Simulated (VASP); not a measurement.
# Gd (Gadolinium): structure and properties in VASP, part 9 of 11

Aim: relax Gd (Gadolinium), then compute properties on the relaxed cell. The start is a cell from a database of measured crystal structures.

VASP 6.6.1, plane waves and PAW; the level of theory is named at each step.

Still holding for the runs below: The magnetic order is the lowest of the few collinear ones that converged above; longer or canted patterns were not tried. The k-mesh is coarse for a metal.

So far, moment of the cell, from the last line of the log (μB): step 2 (magnetic order: ferromagnetic) 15.7; step 8 (relaxing cell and atoms (PBEsol + U)) 15.6. The relaxed cell has a = 3.581, c = 5.696 Å (conventional setting).

## Step 11: Band structure (PBEsol + U)

Level of this step: PBEsol, DFT+U (Gd f 5 eV), spin-polarised from a ferromagnetic start; plane waves and PAW (Gd) (VASP).

The mesh alone shows little of the dispersion and can miss band extrema, so KPOINTS_OPT adds a path through the symmetry points after the self-consistent cycle.

Contents of INCAR:

```
SYSTEM = Gd
PREC = Accurate
ENCUT = 450
EDIFF = 1E-06
NELM = 150
ISMEAR = 1
SIGMA = 0.2
LREAL = .FALSE.
ALGO = Normal
GGA = PS
NBANDS = 40
ISPIN = 2
MAGMOM = 7.13 7.13
LDAU = .TRUE.
LDAUTYPE = 2
LDAUL = 3
LDAUU = 5
LDAUJ = 0
LDAUPRINT = 1
LASPH = .TRUE.
LMAXMIX = 6
AMIX = 0.2
BMIX = 1E-04
AMIX_MAG = 0.8
BMIX_MAG = 1E-04
LORBIT = 11
LWAVE = .FALSE.
LCHARG = .FALSE.
KPAR = 4
```

Contents of POSCAR:

```
Gd
1.0
    3.5811254439      0.0000000000      0.0000000000
   -1.7905627220      3.1013456086      0.0000000000
    0.0000000000      0.0000000000      5.6956788021
Gd
2
Direct
    0.3333333333      0.6666666667      0.2500000000
    0.6666666667      0.3333333333      0.7500000000
```

Contents of KPOINTS:

```
Automatic mesh
0
Gamma
7 7 4
0 0 0
```

Contents of KPOINTS_OPT:

```
Line mode
16
Line-mode
Reciprocal
  0.00000000   0.00000000   0.00000000 GAMMA
  0.50000000   0.00000000   0.00000000 M

  0.50000000   0.00000000   0.00000000 M
  0.33333333   0.33333333   0.00000000 K

  0.33333333   0.33333333   0.00000000 K
  0.00000000   0.00000000   0.00000000 GAMMA

  0.00000000   0.00000000   0.00000000 GAMMA
  0.00000000   0.00000000   0.50000000 A

  0.00000000   0.00000000   0.50000000 A
  0.50000000   0.00000000   0.50000000 L

  0.50000000   0.00000000   0.50000000 L
  0.33333333   0.33333333   0.50000000 H

  0.33333333   0.33333333   0.50000000 H
  0.00000000   0.00000000   0.50000000 A

  0.50000000   0.00000000   0.50000000 L
  0.50000000   0.00000000   0.00000000 M

  0.33333333   0.33333333   0.00000000 K
  0.33333333   0.33333333   0.50000000 H
```

The projector-augmented-wave data sets are Gd (PBE family, release 64).

Run with:

```bash
$ mpirun -np 4 vasp_std
```

The log of the run:

```text
[... set-up lines as in an earlier step ...]
 entering main loop
       N       E                     dE             d eps       ncg     rms          rms(c)
DAV:   1     0.254522322225E+03    0.25452E+03   -0.10054E+04  6064   0.399E+03
DAV:   2     0.362448927389E+02   -0.21828E+03   -0.18526E+03  5992   0.467E+02
DAV:   3    -0.384892092508E+01   -0.40094E+02   -0.38365E+02  5720   0.129E+02
DAV:   4    -0.121540062576E+02   -0.83051E+01   -0.82006E+01  7312   0.486E+01
DAV:   5    -0.135538264108E+02   -0.13998E+01   -0.13965E+01  7352   0.170E+01    0.554E+01
DAV:   6    -0.227279924993E+02   -0.91742E+01   -0.69507E+00  6072   0.763E+01    0.378E+01
DAV:   7    -0.235054973537E+02   -0.77750E+00   -0.18955E+00  6960   0.154E+01    0.457E+01
DAV:   8    -0.235234076484E+02   -0.17910E-01   -0.19442E-01  6184   0.196E+00    0.561E+01
DAV:   9    -0.235290760809E+02   -0.56684E-02   -0.31442E-02  6752   0.132E+00    0.323E+01
DAV:  10    -0.235392733059E+02   -0.10197E-01   -0.69782E-02  6576   0.126E+00    0.475E+00
DAV:  11    -0.235400498235E+02   -0.77652E-03   -0.10456E-02  6696   0.116E+00    0.454E+00
DAV:  12    -0.235395881944E+02    0.46163E-03   -0.17996E-03  7264   0.379E-01    0.390E+00
DAV:  13    -0.235394030217E+02    0.18517E-03   -0.13683E-03  7192   0.177E-01    0.324E-01
DAV:  14    -0.235394223104E+02   -0.19289E-04   -0.15875E-04  6592   0.870E-02    0.652E-02
DAV:  15    -0.235394213907E+02    0.91973E-06   -0.14677E-05  7224   0.309E-02    0.299E-02
DAV:  16    -0.235394210414E+02    0.34927E-06   -0.90529E-07  3656   0.864E-03
   1 F= -.23539421E+02 E0= -.23540011E+02  d E =0.176939E-02  mag=    15.6115
 Start KPOINTS_OPT (optional k-point list driver)
k-point batch [1-24\144]
       N       E                     dE             ncg
DAV:   1    -0.301577533509E+04   -0.20963E+05     6048
DAV:   2    -0.806919051862E+04   -0.50534E+04     5928
DAV:   3    -0.899487519032E+04   -0.92568E+03     5416
DAV:   4    -0.915662961068E+04   -0.16175E+03     7304
DAV:   5    -0.917430079069E+04   -0.17671E+02     7136
DAV:   6    -0.917628258947E+04   -0.19818E+01     6880
DAV:   7    -0.917638875581E+04   -0.10617E+00     6280
DAV:   8    -0.917640156637E+04   -0.12811E-01     6864
DAV:   9    -0.917640222066E+04   -0.65429E-03     6096
DAV:  10    -0.917640229488E+04   -0.74215E-04     5680
DAV:  11    -0.917640229933E+04   -0.44557E-05     3808
DAV:  12    -0.917640229979E+04   -0.45093E-06     3136
[...]
k-point batch [121-144\144]
       N       E                     dE             ncg
DAV:   1    -0.319986143924E+04   -0.32980E+05     6024
DAV:   2    -0.809786497429E+04   -0.48980E+04     5808
DAV:   3    -0.900552935588E+04   -0.90766E+03     5472
DAV:   4    -0.917035279806E+04   -0.16482E+03     7184
DAV:   5    -0.919109643238E+04   -0.20744E+02     7184
DAV:   6    -0.919311254069E+04   -0.20161E+01     6944
DAV:   7    -0.919321115565E+04   -0.98615E-01     6512
DAV:   8    -0.919322071347E+04   -0.95578E-02     6768
DAV:   9    -0.919322124422E+04   -0.53075E-03     6480
DAV:  10    -0.919322129891E+04   -0.54693E-04     5536
DAV:  11    -0.919322130311E+04   -0.41927E-05     4056
DAV:  12    -0.919322130348E+04   -0.37796E-06     3192
```

Wall time 2.6 min (4 MPI ranks of Intel Xeon Platinum 8259CL at 2.50GHz (Skylake/Cascade Lake), shared host); peak memory 1.2 GiB.

OUTCAR, selected parts (step 11):

```text
   k-points           NKPTS =     24   k-points in BZ     NKDIM =     24   number of bands    NBANDS=     40

   NELECT =      36.0000    total number of electrons

atom =   1  type =  1  l = 3

 onsite density matrix

spin component  1

  0.9902  0.0000  0.0000 -0.0000  0.0000 -0.0000 -0.0000
  0.0000  0.9894  0.0000  0.0000 -0.0000  0.0000 -0.0000
  0.0000  0.0000  0.9890  0.0000 -0.0000 -0.0000 -0.0000
 -0.0000  0.0000  0.0000  0.9901 -0.0000  0.0000  0.0000
  0.0000 -0.0000 -0.0000 -0.0000  0.9890 -0.0000  0.0000
 -0.0000  0.0000 -0.0000  0.0000 -0.0000  0.9894  0.0000
 -0.0000 -0.0000 -0.0000  0.0000  0.0000  0.0000  0.9889

spin component  2

  0.0011 -0.0000  0.0000  0.0000  0.0000  0.0000 -0.0000
 -0.0000  0.0013 -0.0000  0.0000 -0.0000 -0.0000  0.0000
  0.0000 -0.0000  0.0008 -0.0000 -0.0000 -0.0000 -0.0000
  0.0000  0.0000 -0.0000  0.0006  0.0000  0.0000 -0.0000
  0.0000 -0.0000 -0.0000  0.0000  0.0008  0.0000  0.0000
  0.0000 -0.0000 -0.0000  0.0000  0.0000  0.0013 -0.0000
 -0.0000  0.0000 -0.0000 -0.0000  0.0000 -0.0000  0.0007

 occupancies and eigenvectors

  o =  0.0006  v =  0.0000  0.0000  0.0000  0.0000  0.0000  0.0000  0.0000 -0.0000 -0.0000  0.0000  1.0000 -0.0000 -0.0000  0.0000      0.0000  0.0000  0.0000  0.0000  0.0000  0.0000  0.0000  0.0000  0.0000  0.0000  0.0000  0.0000  0.0000  0.0000
  o =  0.0007  v =  0.0000  0.0000  0.0000  0.0000  0.0000  0.0000  0.0000 -0.0000  0.0000 -0.0000  0.0000  0.0000 -0.0000 -1.0000      0.0000  0.0000  0.0000  0.0000  0.0000  0.0000  0.0000  0.0000  0.0000  0.0000  0.0000  0.0000  0.0000  0.0000
  o =  0.0008  v =  0.0000  0.0000  0.0000  0.0000  0.0000  0.0000  0.0000 -0.0000  0.0000  0.4292  0.0000  0.9032 -0.0000  0.0000      0.0000  0.0000  0.0000  0.0000  0.0000  0.0000  0.0000  0.0000  0.0000  0.0000  0.0000  0.0000  0.0000  0.0000
  o =  0.0008  v =  0.0000  0.0000  0.0000  0.0000  0.0000  0.0000  0.0000  0.0000 -0.0000 -0.9032  0.0000  0.4292 -0.0000  0.0000      0.0000  0.0000  0.0000  0.0000  0.0000  0.0000  0.0000  0.0000  0.0000  0.0000  0.0000  0.0000  0.0000  0.0000
  o =  0.0011  v =  0.0000  0.0000  0.0000  0.0000  0.0000  0.0000  0.0000  1.0000  0.0000  0.0000  0.0000  0.0000 -0.0000 -0.0000      0.0000  0.0000  0.0000  0.0000  0.0000  0.0000  0.0000  0.0000  0.0000  0.0000  0.0000  0.0000  0.0000  0.0000
  o =  0.0013  v =  0.0000  0.0000  0.0000  0.0000  0.0000  0.0000  0.0000  0.0000 -0.9990  0.0000 -0.0000  0.0000 -0.0439 -0.0000      0.0000  0.0000  0.0000  0.0000  0.0000  0.0000  0.0000  0.0000  0.0000  0.0000  0.0000  0.0000  0.0000  0.0000
  o =  0.0013  v =  0.0000  0.0000  0.0000  0.0000  0.0000  0.0000  0.0000 -0.0000  0.0439  0.0000 -0.0000 -0.0000 -0.9990  0.0000      0.0000  0.0000  0.0000  0.0000  0.0000  0.0000  0.0000  0.0000  0.0000  0.0000  0.0000  0.0000  0.0000  0.0000
  o =  0.9889  v = -0.0000  0.0000 -0.0000  0.0000  0.0000  0.0000 -1.0000  0.0000  0.0000  0.0000  0.0000  0.0000  0.0000  0.0000      0.0000  0.0000  0.0000  0.0000  0.0000  0.0000  0.0000  0.0000  0.0000  0.0000  0.0000  0.0000  0.0000  0.0000
  o =  0.9890  v = -0.0000  0.0000  0.4131 -0.0000  0.9107 -0.0000  0.0000  0.0000  0.0000  0.0000  0.0000  0.0000  0.0000  0.0000      0.0000  0.0000  0.0000  0.0000  0.0000  0.0000  0.0000  0.0000  0.0000  0.0000  0.0000  0.0000  0.0000  0.0000
  o =  0.9890  v = -0.0000 -0.0000  0.9107  0.0000 -0.4131  0.0000 -0.0000  0.0000  0.0000  0.0000  0.0000  0.0000  0.0000  0.0000      0.0000  0.0000  0.0000  0.0000  0.0000  0.0000  0.0000  0.0000  0.0000  0.0000  0.0000  0.0000  0.0000  0.0000
  o =  0.9894  v =  0.0000 -0.0397  0.0000 -0.0000  0.0000  0.9992 -0.0000  0.0000  0.0000  0.0000  0.0000  0.0000  0.0000  0.0000      0.0000  0.0000  0.0000  0.0000  0.0000  0.0000  0.0000  0.0000  0.0000  0.0000  0.0000  0.0000  0.0000  0.0000
[...]
o =  0.0008  v =  0.0000  0.0000  0.0000  0.0000  0.0000  0.0000  0.0000  0.0000 -0.0000 -0.9169 -0.0000  0.3991 -0.0000  0.0000      0.0000  0.0000  0.0000  0.0000  0.0000  0.0000  0.0000  0.0000  0.0000  0.0000  0.0000  0.0000  0.0000  0.0000
  o =  0.0011  v =  0.0000  0.0000  0.0000  0.0000  0.0000  0.0000  0.0000  1.0000  0.0000  0.0000  0.0000  0.0000  0.0000 -0.0000      0.0000  0.0000  0.0000  0.0000  0.0000  0.0000  0.0000  0.0000  0.0000  0.0000  0.0000  0.0000  0.0000  0.0000
  o =  0.0013  v =  0.0000  0.0000  0.0000  0.0000  0.0000  0.0000  0.0000 -0.0000  0.9983 -0.0000  0.0000 -0.0000  0.0577 -0.0000      0.0000  0.0000  0.0000  0.0000  0.0000  0.0000  0.0000  0.0000  0.0000  0.0000  0.0000  0.0000  0.0000  0.0000
  o =  0.0013  v =  0.0000  0.0000  0.0000  0.0000  0.0000  0.0000  0.0000  0.0000 -0.0577 -0.0000  0.0000  0.0000  0.9983  0.0000      0.0000  0.0000  0.0000  0.0000  0.0000  0.0000  0.0000  0.0000  0.0000  0.0000  0.0000  0.0000  0.0000  0.0000
  o =  0.9889  v = -0.0000 -0.0000 -0.0000 -0.0000  0.0000  0.0000 -1.0000  0.0000  0.0000  0.0000  0.0000  0.0000  0.0000  0.0000      0.0000  0.0000  0.0000  0.0000  0.0000  0.0000  0.0000  0.0000  0.0000  0.0000  0.0000  0.0000  0.0000  0.0000
  o =  0.9890  v = -0.0000 -0.0000  0.4131 -0.0000  0.9107  0.0000  0.0000  0.0000  0.0000  0.0000  0.0000  0.0000  0.0000  0.0000      0.0000  0.0000  0.0000  0.0000  0.0000  0.0000  0.0000  0.0000  0.0000  0.0000  0.0000  0.0000  0.0000  0.0000
  o =  0.9890  v = -0.0000  0.0000  0.9107  0.0000 -0.4131 -0.0000 -0.0000  0.0000  0.0000  0.0000  0.0000  0.0000  0.0000  0.0000      0.0000  0.0000  0.0000  0.0000  0.0000  0.0000  0.0000  0.0000  0.0000  0.0000  0.0000  0.0000  0.0000  0.0000
  o =  0.9894  v =  0.0000  0.3302  0.0000 -0.0000 -0.0000  0.9439 -0.0000  0.0000  0.0000  0.0000  0.0000  0.0000  0.0000  0.0000      0.0000  0.0000  0.0000  0.0000  0.0000  0.0000  0.0000  0.0000  0.0000  0.0000  0.0000  0.0000  0.0000  0.0000
  o =  0.9894  v = -0.0000  0.9439 -0.0000 -0.0000  0.0000 -0.3302 -0.0000  0.0000  0.0000  0.0000  0.0000  0.0000  0.0000  0.0000      0.0000  0.0000  0.0000  0.0000  0.0000  0.0000  0.0000  0.0000  0.0000  0.0000  0.0000  0.0000  0.0000  0.0000
  o =  0.9901  v = -0.0000 -0.0000  0.0000 -1.0000 -0.0000 -0.0000  0.0000  0.0000  0.0000  0.0000  0.0000  0.0000  0.0000  0.0000      0.0000  0.0000  0.0000  0.0000  0.0000  0.0000  0.0000  0.0000  0.0000  0.0000  0.0000  0.0000  0.0000  0.0000
  o =  0.9902  v =  1.0000  0.0000  0.0000 -0.0000  0.0000 -0.0000 -0.0000  0.0000  0.0000  0.0000  0.0000  0.0000  0.0000  0.0000      0.0000  0.0000  0.0000  0.0000  0.0000  0.0000  0.0000  0.0000  0.0000  0.0000  0.0000  0.0000  0.0000  0.0000

 E-fermi :   3.1145

 spin component 1
 k-point     1 :       0.0000    0.0000    0.0000
  band No.  band energies     occupation
    ...
     20      -4.2762      1.00000
     21      -4.2497      1.00000
     22      -4.2445      1.00000
     23      -2.1483      1.00000
     24       0.4348      1.00000
     25       4.2107     -0.00000
     26       4.3234     -0.00000
     27       4.3234     -0.00000
     28       4.5025     -0.00000
     29       4.9870     -0.00000
    ...

 k-point     2 :       0.1429   -0.0000    0.0000
  band No.  band energies     occupation
    ...
     20      -4.2830      1.00000
     21      -4.2650      1.00000
     22      -4.2567      1.00000
     23      -1.6573      1.00000
     24       0.8965      1.00000
     25       3.5254     -0.00668
     26       3.5303     -0.00615
     27       4.5132     -0.00000
     28       4.8148     -0.00000
     29       5.0970     -0.00000
    ...

  Total       -0.0097750     -0.0097750     -0.0224126      0.0000000     -0.0000000      0.0000000
  in kB       -0.2475772     -0.2475772     -0.5676583      0.0000000     -0.0000000      0.0000000
  external PRESSURE =      -0.3542709 kB  Pullay stress =       0.0000000 kB

 POSITION                                       TOTAL-FORCE (eV/Angst)
 -----------------------------------------------------------------------------------
     -0.00000      2.06756      1.42392        -0.000000      0.000000      0.000000
      1.79056      1.03378      4.27176         0.000000     -0.000000      0.000000
 -----------------------------------------------------------------------------------
    total drift:                               -0.000000      0.000000     -0.000000

  FREE ENERGIE OF THE ION-ELECTRON SYSTEM (eV)
  ---------------------------------------------------
  free  energy   TOTEN  =       -23.5394210414 eV

  energy  without entropy=      -23.5411904273  energy(sigma->0) =      -23.54001084

[... 10 parts as in an earlier step ...]

[... 12 further parts left out ...]
```

Spin-orbit coupling is off here; with elements this heavy it splits and shifts levels by tenths of an eV or more.

This step gave:

| Item | Value |
| --- | --- |
| SCF cycles | 16 |
| bands | 40 |
| pressure | -0.03543 GPa |

Spin up. The electronic bands at the labelled points (eV, zero at the Fermi level; # counts the bands kept, so #1 is VASP's band 9):

```tsv
point	#15	#16	#17	#18	#19	#20	#21	#22
Γ	-5.26	-2.68	1.10	1.21	1.21	1.39	1.87	1.87
M	-2.30	-1.98	-1.52	-0.11	0.93	1.03	1.72	5.20
K	-1.45	-1.12	-1.12	-0.65	0.60	0.60	2.07	4.54
Γ	-5.26	-2.68	1.10	1.21	1.21	1.39	1.87	1.87
A	-3.71	-3.71	0.36	0.36	1.12	1.12	1.12	1.12
L	-2.38	-2.38	-0.62	-0.62	1.50	1.50	2.49	2.49
H	-1.10	-1.10	-0.75	-0.75	0.12	0.12	2.37	2.37
A	-3.71	-3.71	0.36	0.36	1.12	1.12	1.12	1.12
jump to L	-2.38	-2.38	-0.62	-0.62	1.50	1.50	2.49	2.49
M	-2.30	-1.98	-1.52	-0.11	0.93	1.03	1.72	5.20
jump to K	-1.45	-1.12	-1.12	-0.65	0.60	0.60	2.07	4.54
H	-1.10	-1.10	-0.75	-0.75	0.12	0.12	2.37	2.37
```

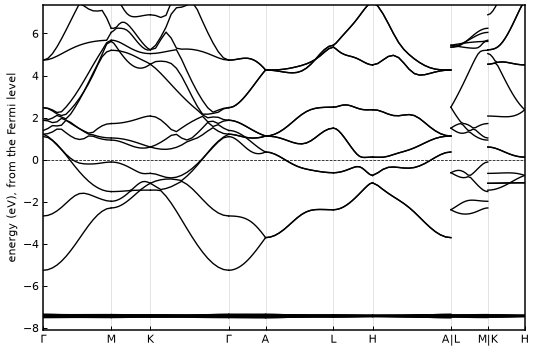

Electronic bands along the path.

Spin down. Electronic bands along the path, in eV, zero at the Fermi level; # counts the bands kept, so #1 is VASP's band 9:

```tsv
point	#1	#2	#3	#4	#5	#6
Γ	-4.27	-1.58	1.93	2.20	2.22	2.22
M	-1.15	-1.03	-0.64	1.00	1.97	2.01
K	-0.66	0.17	0.17	0.21	1.57	1.57
Γ	-4.27	-1.58	1.93	2.20	2.22	2.22
A	-2.66	-2.66	1.33	1.33	2.24	2.24
L	-1.45	-1.45	0.48	0.48	2.12	2.12
H	-0.11	-0.11	0.04	0.04	1.38	1.38
A	-2.66	-2.66	1.33	1.33	2.24	2.24
jump to L	-1.45	-1.45	0.48	0.48	2.12	2.12
M	-1.15	-1.03	-0.64	1.00	1.97	2.01
jump to K	-0.66	0.17	0.17	0.21	1.57	1.57
H	-0.11	-0.11	0.04	0.04	1.38	1.38
```

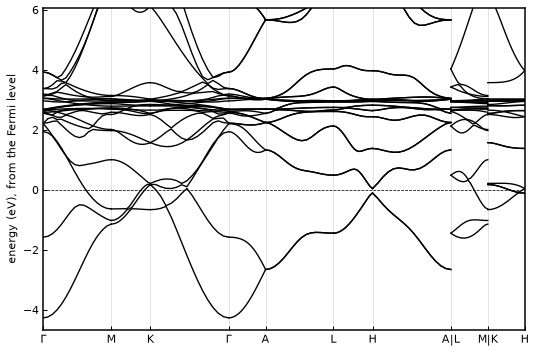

Electronic bands along the path.

There is no gap at this level.

(Part 9 of 11 ends here.)

[Lines on the potential files, build, host, timing and source positions are cut from VASP's logs without a mark.]

[Logs are printed without paths, hosts, clocks, repeated set-up lines and the standing remarks that a program may print on its own settings, such as how far it seeks lower states.]

[Hosts, paths, dates, database ids (printed as entryN), source tags and the programs' standing remarks are cut or masked in the printed files.]

[A measured line is paired with the nearest computed mode of its activity, which favours agreement.]
